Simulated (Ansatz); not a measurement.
# K chain started as a strip of triangles: period, moment and channels by functional, part 2 of 3

How many channels does the K chain started as a strip of triangles carry, and how sure is the answer?

Ansatz 0.2.0; DFT PBE, plane waves, PAW; relaxation of a chain's period (the session's first sound run).

So far. Step 2 (Relaxing the period, level PBE, cutoff 420 eV): The cell's length comes to 4.441 Å with no moment.

## (3) The wire at its relaxed period, level PBE, k-mesh 1×1×19

This step: DFT PBE, plane waves, PAW; channels and complex bands of a perfect chain (Ansatz 0.2.0).

At the relaxed period the Bloch states of the perfect chain are found at each energy: those that move forward count the open channels, and those that decay describe how a disturbance dies away inside the wire itself. An energy step of 0.035 eV is under the 0.039 eV that the program asks for its thermal average at 300 K.

Contents of input.yaml:

```yaml
crystal:
  lattice:
    - [13.5, 0.0, 0.0]
    - [0.0, 12.0, 0.0]
    - [0.0, 0.0, 4.4410649145]
  atoms:
    - { symbol: K, position: [0.353652277, 0.5, 0.0] }
    - { symbol: K, position: [0.646347723, 0.5, 0.5] }
kpoints:
  mp_grid: { grid: [1, 1, 19] }
  band_path: { path: ["Γ", Z], npoints: 60 }
scf:
  occupations: { method: fermi_dirac, width: 0.05 }
hamiltonian:
  xc: pbe
output:
  transmission:
    e_range: [-2, 2]
    de: 0.035
    kmesh: [1, 1]
    reduced_basis: true
    leads: [[0, 0]]
  dos: { projected: true, e_range: [-6, 4] }
  write_potential: true
  write_density: true
  volumetric_format: npy
  elf: true
```

Run with:

```sh
$ ansatz run input.yaml --threads 8 --pin off --max-ram 16384MiB --backend cpu --events-out ev --progress --plain --runs-dir out
```

Numbers of over 12 decimals in the logs are rounded to 6 here.

Output:

```text
[...]
Crystal: 2 atoms, lattice volume = 719.453 Å³
Basis set: ecut = 420 eV, 14079 PW (Γ)
Bands: 13, of which v1, the nominal top of the filled ones, is band 9 counted from 1 (8 counted from 0)
Symmetry: 8 space group operations
[...]
k-points: 10 of 19
[...]
SCF iter   1: F=—  HF=-3074.814695 eV  |F-HF|=—  |Δ(HF+E_count)|=         —  Δρ=3.83e-4  dr2=1.17e-2  ethr=1.77e-3  ⟨swp⟩=8.2  Hψ=973  notcnv=0
[...]
SCF iter   7: F=-3074.814840 eV  HF=-3074.814840 eV  |F-HF|=8.39e-9  |Δ(HF+E_count)|=   6.44e-8  Δρ=1.16e-6  dr2=1.06e-8  ethr=5.56e-10  ⟨swp⟩=4.4  Hψ=443  notcnv=0
SCF 1 converged in 7 iterations: F = -3074.814840 eV  dr2 = 1.06e-8
[...]
NSCF: frozen V_eff on 61 k-points
transmission: 6 of 36 steps passed
transmission: 12 of 36 steps passed
[...]
transmission: 36 of 36 steps passed
WARN: The output density's exchange-correlation potential varies sharply where the density is thin. Do not read a vacuum level from v_tot or v_xc, or from such a field of the output density. On a cell that repeats whose density bears no net charge and no dipole along the vacuum's axis use v_es (v_loc + v_h of the components); under efield.dipole_correction with no amplitude use v_es + v_field, which holds any externa [...]
SCF converged after 7 iterations
Free energy (F): -3074.814840 eV
[...]
Internal energy: -3074.792071 eV  (E = F + TS)
E sigma→0 (E₀):  -3074.803456 eV
Entropy (-TS):   -0.022769 eV (-11.385 meV/atom)
Fermi energy:    -1.363606 eV
[...]
--- Band table (eV; the first three rows and the last of 10) ---
  k-point 0: bands = [... 5 lower, -17.3856, -17.3563, -17.3483, -2.5260, -1.5194, -0.5540, -0.5082, 0.2860]
  k-point 1: bands = [... 5 lower, -17.3858, -17.3578, -17.3500, -2.5012, -1.4945, -0.5372, -0.4914, 0.3020]
  k-point 2: bands = [... 5 lower, -17.3865, -17.3620, -17.3548, -2.4273, -1.4201, -0.4871, -0.4412, 0.3496]
  k-point 9: bands = [... 5 lower, -17.4160, -17.3924, -17.3902, -0.7212, -0.3625, 0.2526, 0.5011, 0.6561]
--- Transmission ---
  basis      : 1421 plane waves across, 6 finite elements along
  points     : 1, standing for a mesh of 1 x 1
  filling    : by the input's occupations and mesh, since the crystals that have channels conduct as metals do. If one of these is a semiconductor, that mesh has misplaced its level
  energies   : 115 from -2.000000 to 1.990000 eV about the Fermi level, 0.035000 eV apart; the leads are filled to 0.000000 eV, and channels, transmission and decay are at -0.005000 eV
  crystal 0  : K2, at the sites [0, 0], period 4.4411 Å: whole cells are its period
    offset         : up to 0.0000 Å between an atom of the period and one for which it stands
    filled         : 4.4 meV over the level at which it is neutral
    channels       : 2.000000e0 a spin
    conductance    : 9.5541e13 S/m² at 300 K; may be off by some 0.0 % by where its bands' edges are placed, 0.0 % from the distance to neutral
```

The job ended after 64 s (8 threads of Arm Neoverse V2, shared host; peak memory 2 GiB; 6.3 min of CPU time).

In the SCF lines HF is the Harris–Foulkes energy and dr2 the Hartree energy of the density residual, in eV; the loop may stop once dr2 is under the threshold and the program's other checks hold. Hψ counts applications of the Hamiltonian.

This step gave:

| Property | Result |
| --- | --- |
| energy at zero smearing | -3074.8035 eV |
| channels at the energy nearest the Fermi level, one spin | 2 |
| conductance of the lead as this run defines it | 1.998 G₀ |
| band gap | 0 eV |

Open channels of the lead, one spin against energy, zero at the Fermi level:

```
energy (eV)  open channels of the lead, one spin
     -1.510                                    0
     -0.985                                    1
     -0.495                                    1
     -0.005                                    2
      0.485                                    2
      1.010                                    4
      1.500                                    4
```

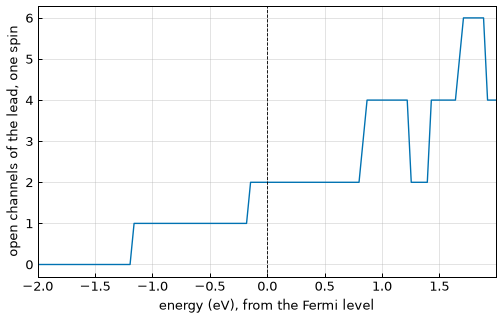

Open channels of the lead, one spin against energy.

The slowest values at each energy, most degenerate partners merged, listed up to 1.5 1/Å. Table of Im kz of the slowest decaying states by energy, zero at the Fermi level:

```
energy (eV)  decay 1 (Å⁻¹)  decay 2 (Å⁻¹)  decay 3 (Å⁻¹)  decay 4 (Å⁻¹)
     -2.000          0.423          0.600          0.902          0.928
     -1.510          0.276          0.523          0.830          0.846
     -0.985          0.417          0.742          0.748          0.813
     -0.495          0.271          0.642          0.643          0.735
     -0.005          0.511          0.519          0.649          0.718
      0.485          0.325          0.345          0.549          0.608
      1.010          0.415          0.457          0.546          0.554
      1.500          0.221          0.226          0.405          0.446
```

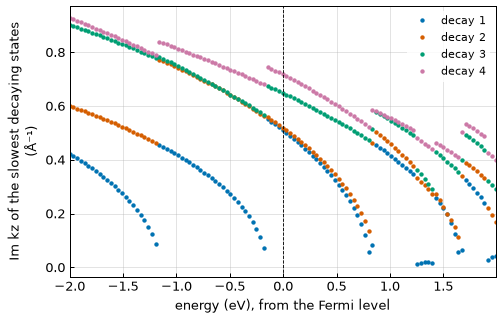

Im kz of the slowest decaying states, plotted against energy.

Electronic bands along the path, in eV, zero at the Fermi level:

```
point  band 9  band 10  band 11  band 12  band 13
    Γ   -1.16    -0.16     0.81     0.86     1.65
    Z    0.82     0.82     1.76     1.76     2.12
```

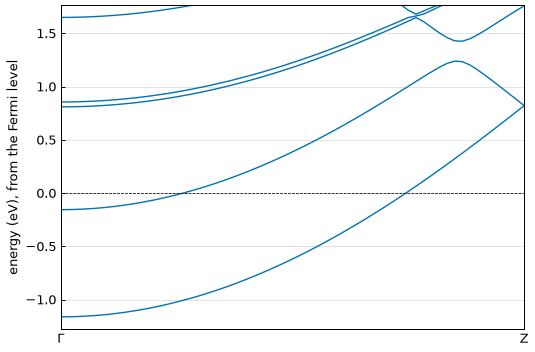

Electronic bands along the path.

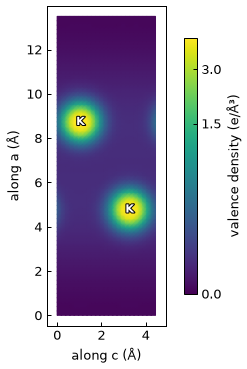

Valence density in the ca plane at fractional y = 0.500, with atoms of K within 0.2 Å of it. It is the smooth field of the valence electrons, not physical close to the nuclei. The map starts off the cell's origin, so that atoms lie inside it. The colour scale is stretched toward low values.

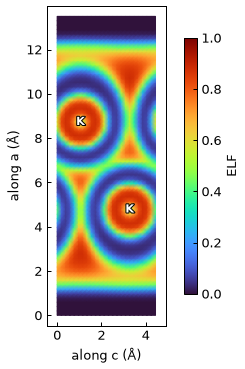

ELF in the ca plane at fractional y = 0.500, with atoms of K within 0.2 Å of it. It is the smooth field of the valence electrons, not physical close to the nuclei. The map starts off the cell's origin, so that atoms lie inside it.

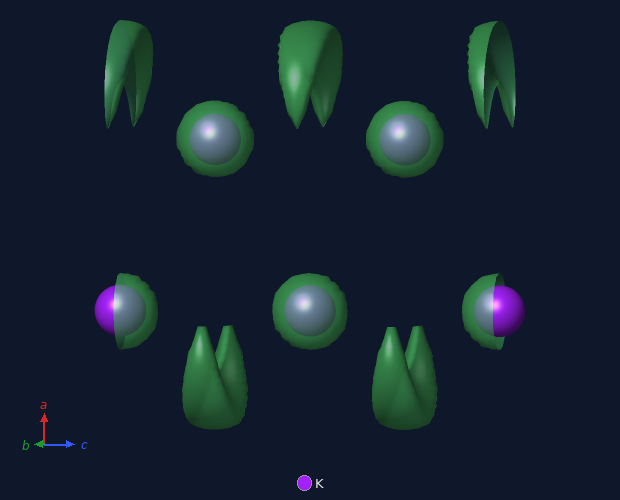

Surface of ELF = 0.8. 1×1×2 cells are drawn.

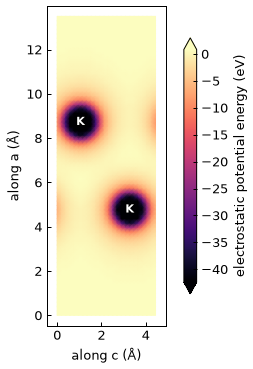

Electrostatic potential energy in the ca plane at fractional y = 0.500, with atoms of K within 0.2 Å of it. With pseudopotentials it is smooth inside the atoms' cores, unlike the true potential. The map starts off the cell's origin, so that atoms lie inside it.

By hand: the program gives 9.5541 × 10^13 S/m² over the cell's cross-section of 162.00 Å² = 1.620 × 10^-18 m², so one cell conducts 1.548 × 10^-4 S. Divided by G0 = 2e²/h = 7.748 × 10^-5 S this is 2.00 G0, a resistance of 6.46 kΩ.

At the computed energy nearest the Fermi level there are 2 channels a spin, and the thermal average gives 2.00 G₀.

## (4) Relaxation of atoms and period

This step: DFT LDA, plane waves, PAW; relaxation of a chain's period (Ansatz 0.2.0).

The relaxation is repeated under another functional. LDA has no gradient terms and tends to overbind, so it marks the short end of the likely bond lengths.

Contents of input.yaml:

```yaml
crystal:
  lattice:
    - [13.5, 0.0, 0.0]
    - [0.0, 12.0, 0.0]
    - [0.0, 0.0, 3.97271]
  atoms:
    - { symbol: K, position: [0.37429037, 0.5, 0.0], spin: 0.5 }
    - { symbol: K, position: [0.62570963, 0.5, 0.5], spin: 0.5 }
magnetization:
  spin_polarized: true
kpoints:
  mp_grid: { grid: [1, 1, 21] }
scf:
  occupations: { method: fermi_dirac, width: 0.05 }
hamiltonian:
  xc: lda
relax:
  cell: { fix: [a, b, alpha, beta, gamma] }
  max_steps: 60
```

Output:

```text
[...]
Crystal: 2 atoms, lattice volume = 643.579 Å³
Basis set: ecut = 420 eV, 12561 PW (Γ)
Bands: 14, of which v1, the nominal top of the filled ones, is band 9 counted from 1 (8 counted from 0)
Symmetry: 8 space group operations
[...]
k-points: 11 of 21
[...]
Starting moments: Σ|m| = 1 μB on 2 of 2 sites
[...]
0.000000       0.000000       0.001767
  P = ⅓ Tr σ = 0.0029 GPa (0.029 kbar)
--- Relaxed structure (7 steps of the walk, 7 accepted, 1 SCFs on fresh bases) ---
[...]
cell:  # Å, volume = 681.0679 Å³
    - [13.5, 0.0, 0.0]
    - [0.0, 12.0, 0.0]
    - [0.0, 0.0, 4.204123]
  atoms:
    - { symbol: K, position: [0.357856, 0.500000, 0.0] }
    - { symbol: K, position: [0.642144, 0.500000, 0.500000] }
[key lines of the parts left out:]
SCF converged after 5 iterations
Magnetization: -0.0000 μB (9.0000 up, 9.0000 down)
Free energy (F): -2991.637734 eV
Fermi energy:    -1.469494 eV
```

Elapsed: 13 s, on 8 threads; peak memory 0.95 GiB.

Relaxation path:

```
step  energy less that of the first step (eV)  largest force component (eV/Å)  pressure (GPa)  volume (Å³)
   1                                   0.0000                          0.2480            0.15       643.58
   2                                  -0.0223                          0.1939            0.13       647.00
   3                                  -0.0682                          0.0369            0.04       662.95
   4                                  -0.0705                          0.0367           -0.01       674.04
   5                                  -0.0732                          0.0008            0.01       675.36
   6                                  -0.0734                          0.0006            0.01       677.31
   7                                  -0.0736                          0.0002            0.00       681.07
  8*                                  -0.0737                          0.0002            0.00       681.07
```

Relaxation steps marked * repeat the geometry before them on a plane-wave basis chosen anew for their cell, so energy and pressure can jump there.

The run keeps the 8 symmetry operations that it works with, so distortions that break them were not tested.

```
cell as run  before  after  change
      c (Å)   3.973  4.204  +5.8 %
```

The atoms that moved most (Å, along periodic axes as changes of fractional coordinates times the final cell, across vacuum about the mean position):

```
atom      dx     dy     dz  length
  K1  -0.222  0.000  0.000   0.222
  K2   0.222  0.000  0.000   0.222
```

Final coordinates:

```xyz
2
Lattice="13.5000 0.0000 0.0000 0.0000 12.0000 0.0000 0.0000 0.0000 4.2041" Properties=species:S:1:pos:R:3
K     4.8311    6.0000    0.0000
K     8.6689    6.0000    2.1021
```

The cell's length comes to 4.204 Å, -5.3 % against the first run, with no moment.

The cell grew by 5.8 % in its periodic edges. First to last step the energy falls by 0.074 eV, across changes of basis; the largest move, 0.22 Å, is that of K1 and 1 other atom alike.

## (5) The wire at its relaxed period, level LDA, k-mesh 1×1×20

This step: DFT LDA, plane waves, PAW; channels and complex bands of a perfect chain (Ansatz 0.2.0).

The channels are counted again under LDA, at the period that it gave.

Contents of input.yaml:

```yaml
crystal:
  lattice:
    - [13.5, 0.0, 0.0]
    - [0.0, 12.0, 0.0]
    - [0.0, 0.0, 4.2041230445]
  atoms:
    - { symbol: K, position: [0.357855589, 0.5, 0.0] }
    - { symbol: K, position: [0.642144411, 0.5, 0.5] }
kpoints:
  mp_grid: { grid: [1, 1, 20] }
  band_path: { path: ["Γ", Z], npoints: 60 }
scf:
  occupations: { method: fermi_dirac, width: 0.05 }
hamiltonian:
  xc: lda
output:
  transmission:
    e_range: [-2, 2]
    de: 0.035
    kmesh: [1, 1]
    reduced_basis: true
    leads: [[0, 0]]
  dos: { projected: true, e_range: [-6, 4] }
```

Output:

```text
[...]
Crystal: 2 atoms, lattice volume = 681.068 Å³
Basis set: ecut = 420 eV, 13247 PW (Γ)
Bands: 13, of which v1, the nominal top of the filled ones, is band 9 counted from 1 (8 counted from 0)
Symmetry: 8 space group operations
[...]
k-points: 11 of 20
[...]
k-point 10: bands = [... 5 lower, -17.4040, -17.3838, -17.3838, -0.5194, -0.5194, 0.4036, 0.4036, 0.6821]
--- Transmission ---
  basis      : 1421 plane waves across, 6 finite elements along
  points     : 1, standing for a mesh of 1 x 1
[...]
crystal 0  : K2, at the sites [0, 0], period 4.2041 Å: whole cells are its period
[...]
filled         : 1.3 meV under the level at which it is neutral
    channels       : 2.000000e0 a spin
[...]
[key lines of the parts left out:]
SCF converged after 7 iterations
Free energy (F): -2991.637551 eV
Fermi energy:    -1.480285 eV
```

Run time: 60 s. Hardware: 8 threads; peak memory 1.9 GiB; 5.8 min of CPU time.

At the computed energy nearest the Fermi level there are 2 channels a spin, and the thermal average gives 2.00 G₀.

## (6) Relaxation of atoms and period

This step: DFT RPBE, plane waves, PAW; relaxation of a chain's period (Ansatz 0.2.0).

The relaxation is repeated under another functional. RPBE strengthens the exchange enhancement and tends to longer, weaker bonds than PBE.

Contents of input.yaml:

```yaml
crystal:
  lattice:
    - [13.5, 0.0, 0.0]
    - [0.0, 12.0, 0.0]
    - [0.0, 0.0, 3.97271]
  atoms:
    - { symbol: K, position: [0.37429037, 0.5, 0.0], spin: 0.5 }
    - { symbol: K, position: [0.62570963, 0.5, 0.5], spin: 0.5 }
magnetization:
  spin_polarized: true
kpoints:
  mp_grid: { grid: [1, 1, 21] }
scf:
  occupations: { method: fermi_dirac, width: 0.05 }
hamiltonian:
  xc: rpbe
relax:
  cell: { fix: [a, b, alpha, beta, gamma] }
  max_steps: 60
```

Output:

```text
[...]
Crystal: 2 atoms, lattice volume = 643.579 Å³
Basis set: ecut = 420 eV, 12561 PW (Γ), exchange–correlation on 192×162×54 points (8 copies of the dense FFT grid, shifted against one another)
Bands: 14, of which v1, the nominal top of the filled ones, is band 9 counted from 1 (8 counted from 0)
Symmetry: 8 space group operations
[...]
0.000000      -0.015939       0.000000
        0.000000       0.000000       0.007244
  P = ⅓ Tr σ = 0.0022 GPa (0.022 kbar)
--- Relaxed structure (7 steps of the walk, 7 accepted, 1 SCFs on fresh bases) ---
[...]
cell:  # Å, volume = 746.2786 Å³
    - [13.5, 0.0, 0.0]
    - [0.0, 12.0, 0.0]
    - [0.0, 0.0, 4.606658]
  atoms:
    - { symbol: K, position: [0.351160, 0.5, 0.0] }
    - { symbol: K, position: [0.648840, 0.5, 0.5] }
[key lines of the parts left out:]
SCF converged after 8 iterations
Magnetization: -0.0005 μB (8.9998 up, 9.0002 down)
Free energy (F): -3083.512464 eV
Fermi energy:    -1.303706 eV
```

The job ended after 21 s (8 threads; peak memory 1.1 GiB).

The steps of the relaxation:

```
step  energy less that of the first step (eV)  largest force component (eV/Å)  pressure (GPa)  volume (Å³)
   1                                   0.0000                          0.4217            0.29       643.58
   2                                  -0.0722                          0.3142            0.24       651.59
   3                                  -0.2050                          0.0878            0.10       681.66
   4                                  -0.2421                          0.0119            0.02       713.84
   5                                  -0.2463                          0.0043            0.01       724.27
   6                                  -0.2493                          0.0004            0.00       741.29
   7                                  -0.2495                          0.0001            0.00       746.28
  8*                                  -0.2502                          0.0002            0.00       746.28
```

Relaxation steps marked * repeat the geometry before them on a plane-wave basis chosen anew for their cell, so energy and pressure can jump there.

Forces are held to the 8 operations that the run works with; a distortion that breaks them can't arise in this run.

```
cell as run  before  after   change
      c (Å)   3.973  4.607  +16.0 %
```

The atoms that moved most (Å, along periodic axes as changes of fractional coordinates times the final cell, across vacuum about the mean position):

```
atom      dx     dy     dz  length
  K1  -0.312  0.000  0.000   0.312
  K2   0.312  0.000  0.000   0.312
```

The relaxed structure:

```
K
1.0
    13.50000    0.00000    0.00000
     0.00000   12.00000    0.00000
     0.00000    0.00000    4.60666
K
2
Cartesian
  4.7407 6.0000 0.0000
  8.7593 6.0000 2.3033
```

The cell's length comes to 4.607 Å, +3.7 % against the first run, with no moment. That is +16 % against the start, more than a small adjustment.

## (7) The wire at its relaxed period, level RPBE, k-mesh 1×1×18

This step: DFT RPBE, plane waves, PAW; channels and complex bands of a perfect chain (Ansatz 0.2.0).

The channels are counted again under RPBE, at the period that it gave.

Contents of input.yaml:

```yaml
crystal:
  lattice:
    - [13.5, 0.0, 0.0]
    - [0.0, 12.0, 0.0]
    - [0.0, 0.0, 4.606657908]
  atoms:
    - { symbol: K, position: [0.351160052, 0.5, 0.0] }
    - { symbol: K, position: [0.648839948, 0.5, 0.5] }
kpoints:
  mp_grid: { grid: [1, 1, 18] }
  band_path: { path: ["Γ", Z], npoints: 60 }
scf:
  occupations: { method: fermi_dirac, width: 0.05 }
hamiltonian:
  xc: rpbe
output:
  transmission:
    e_range: [-2, 2]
    de: 0.035
    kmesh: [1, 1]
    reduced_basis: true
    leads: [[0, 0]]
  dos: { projected: true, e_range: [-6, 4] }
```

Output:

```text
[...]
Crystal: 2 atoms, lattice volume = 746.279 Å³
Basis set: ecut = 420 eV, 14603 PW (Γ)
Bands: 13, of which v1, the nominal top of the filled ones, is band 9 counted from 1 (8 counted from 0)
Symmetry: 8 space group operations
[...]
k-points: 10 of 18
[...]
k-point 9: bands = [... 5 lower, -17.4512, -17.4333, -17.4333, -0.5811, -0.5811, 0.3654, 0.3654, 0.7694]
--- Transmission ---
  basis      : 1421 plane waves across, 6 finite elements along
  points     : 1, standing for a mesh of 1 x 1
[...]
crystal 0  : K2, at the sites [0, 0], period 4.6067 Å: whole cells are its period
[...]
filled         : 13.1 meV over the level at which it is neutral
    channels       : 2.000000e0 a spin
[...]
[key lines of the parts left out:]
SCF converged after 7 iterations
Free energy (F): -3083.512449 eV
Fermi energy:    -1.300278 eV
```

Wall time 77 s (8 threads); peak memory 2.1 GiB; 7.2 min of CPU time.

Table of open channels of the lead, one spin by energy, zero at the Fermi level:

```
energy (eV)  open channels of the lead, one spin
     -1.195                                    0
     -0.985                                    1
     -0.810                                    1
     -0.600                                    1
     -0.390                                    1
     -0.215                                    1
     -0.005                                    2
      0.205                                    2
      0.415                                    2
      0.590                                    2
      0.800                                    3
      1.010                                    4
      1.185                                    2
      1.395                                    4
      1.605                                    5
      1.815                                    4
```

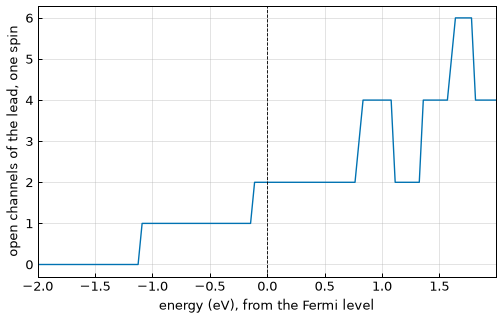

Open channels of the lead, one spin, plotted against energy.

At the computed energy nearest the Fermi level there are 2 channels a spin, and the thermal average gives 2.00 G₀.

(Part 2 of 3 ends here.)

[Logs are printed without paths, hosts, clocks, repeated set-up lines and the standing remarks that a program may print on its own settings, such as how far it seeks lower states.]

[Hosts, paths, dates, database ids (printed as entryN), source tags and the programs' standing remarks are cut or masked in the printed files.]
